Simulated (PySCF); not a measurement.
## A study: C₅H₃NO, charge +1, doublet, SMILES `N#C[C+]1[CH]C=CO1`

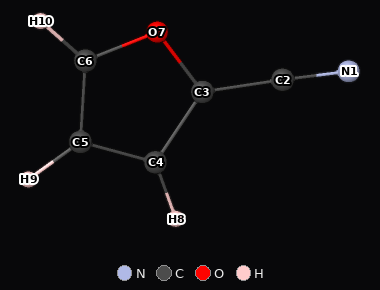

The molecule, with its atoms numbered as below. No frequency check shows the geometry to be a minimum.

Cartesian coordinates (Å):

```
N1      -2.8794   -0.0033    0.0000
C2      -1.7301    0.0043    0.0000
C3      -0.3345    0.0465    0.0000
C4       0.5258    1.1743    0.0000
C5       1.8080    0.6625    0.0000
C6       1.6640   -0.7440    0.0000
O7       0.3997   -1.0901    0.0000
H8       0.2150    2.2031    0.0000
H9       2.7346    1.2063    0.0000
H10      2.4094   -1.5270    0.0000
```

Part 1: Bonding charge

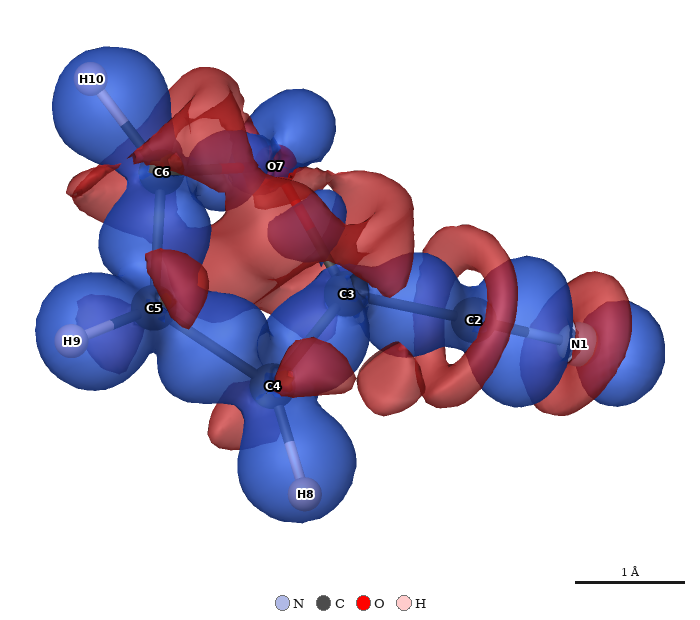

Deformation density (molecule less spherical, spin-averaged free atoms at the same positions), surfaces at ±0.09 e/Å³; blue: gain, red: loss.

Method: PBE0/6-311G**; geometry: GFN2-xTB; program: PySCF. The stability of the open-shell solution wasn't checked. GFN2-xTB doesn't know the spin state, so this open-shell geometry is rough.

**Describe the bonding that the map shows.**

The five largest and four smallest: N1–C2: +0.93 e/Å³ at the bond critical point (bond length 1.15 Å, Mayer order 2.8). C6–H10: +0.84 e/Å³ at the bond critical point (bond length 1.08 Å, Mayer order 0.9). C4–H8: +0.80 e/Å³ at the bond critical point (bond length 1.07 Å, Mayer order 1.0). C5–H9: +0.79 e/Å³ at the bond critical point (bond length 1.07 Å, Mayer order 0.9). C4–C5: +0.63 e/Å³ at the bond critical point (bond length 1.38 Å, Mayer order 1.5). C2–C3: +0.60 e/Å³ at the bond critical point (bond length 1.40 Å, Mayer order 1.1). C3–C4: +0.60 e/Å³ at the bond critical point (bond length 1.42 Å, Mayer order 1.2). C6–O7: +0.21 e/Å³ at the bond critical point (bond length 1.31 Å, Mayer order 1.2). C3–O7: +0.17 e/Å³ at the bond critical point (bond length 1.35 Å, Mayer order 1.1). In all, 2.3 electrons gather in the regions of gain relative to the promolecule of neutral atoms (the regions of loss give up this much and the cation's charge besides).

**Where do the Hirshfeld charges lie?**

The highest Hirshfeld charge is on C6 (+0.20 e), the lowest on N1 (−0.01 e).

```
atom  charge (e)
  N1       −0.01
  C2       +0.13
  C3       +0.20
  C4       +0.04
  C5       +0.03
  C6       +0.20
  O7       +0.03
  H8       +0.12
  H9       +0.12
 H10       +0.14
```

Part 2: Bond critical points

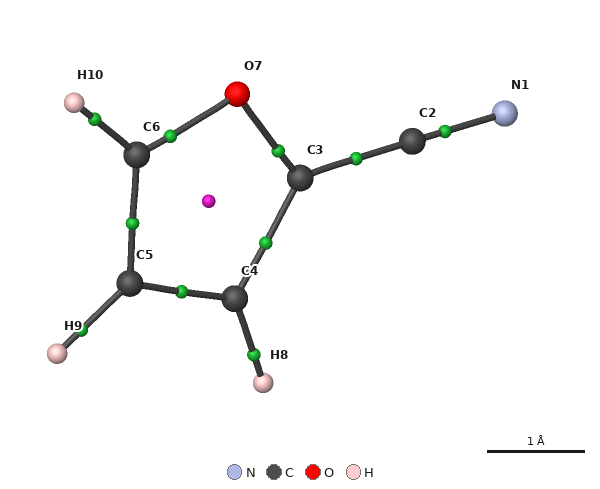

Molecular graph of the electron density (QTAIM): bond paths, bond critical points (green), ring points (magenta, if any); weak paths are dashed.

**How many critical points of each kind are there, and does the count close?**

10 nuclei, 10 bond, 1 ring and 0 cage critical points: 10 − 10 + 1 − 0 = 1, as the Poincaré–Hopf relation requires.

**Tabulate density, Laplacian, ellipticity and energy density at the bond critical points (atomic units).**

```
  bond  length (Å)  ρ (a.u.)  ∇²ρ (a.u.)     ε  H (a.u.)
 N1–C2       1.149     0.483       −0.09  0.08    −0.881
 C4–C5       1.381     0.317       −0.89  0.22    −0.336
 C6–O7       1.311     0.315       +0.01  0.10    −0.474
 C5–C6       1.414     0.304       −0.85  0.16    −0.313
 C2–C3       1.396     0.302       −0.88  0.12    −0.305
 C3–C4       1.418     0.300       −0.83  0.17    −0.306
 C3–O7       1.353     0.294       −0.28  0.02    −0.431
C6–H10       1.081     0.294       −1.12  0.02    −0.302
 C4–H8       1.075     0.291       −1.08  0.00    −0.297
 C5–H9       1.074     0.290       −1.07  0.01    −0.296
```

**What kind of interaction is C4–C5?**

Shared-shell (covalent): ρ = 0.317, ∇²ρ = −0.89, H = −0.336 a.u. Its ellipticity of 0.22 shows that the density isn't cylindrical about the bond.

Part 3: Local ionisation energy

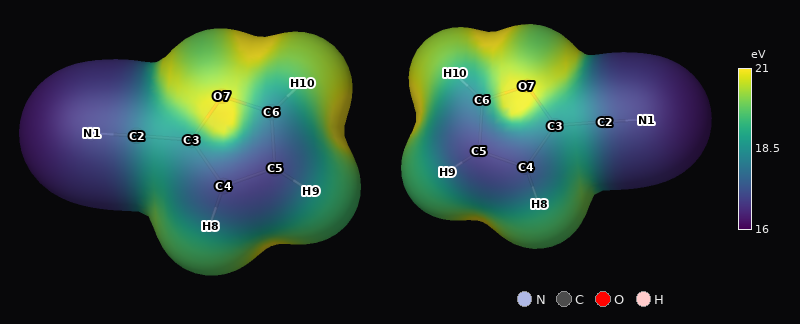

Average local ionisation energy on the surface of electron density 0.001 a.u. (back view left, front view right).

**Locate the minima of the map.**

The lowest value is 16.4 eV, 1.8 Å from N1. Further minima include 16.9 eV, off the molecular plane, over C5 (2.0 Å), and at like points elsewhere; 19.8 eV, 1.7 Å from O7, and at like points elsewhere. For comparison, the highest occupied orbital lies at −14.2 eV.

Part 4: Spin density

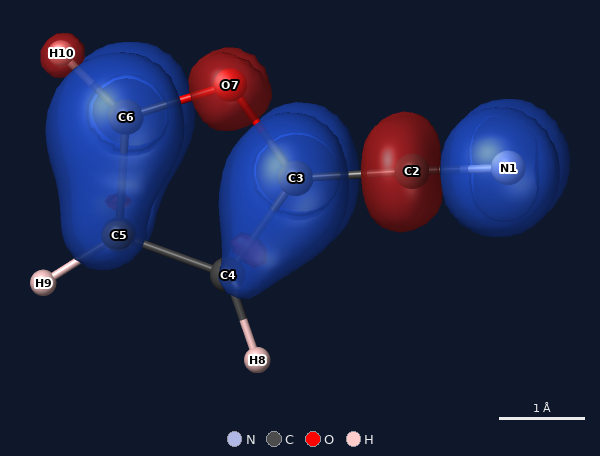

Spin density ρα − ρβ at ±0.02 e/Å³ (blue: excess α, red: excess β).

**Where is the unpaired spin?**

Hirshfeld spin populations: C6 +0.32, C3 +0.30, N1 +0.25, C5 +0.09 and C4 +0.05. Spin polarisation leaves negative spin on C2 (−0.03). ⟨S²⟩ = 0.77, against 0.75 for a pure state. The picture also shows regions of β spin from spin polarisation; the Hirshfeld sums, whose atoms overlap, net them against the α spin of neighbours.
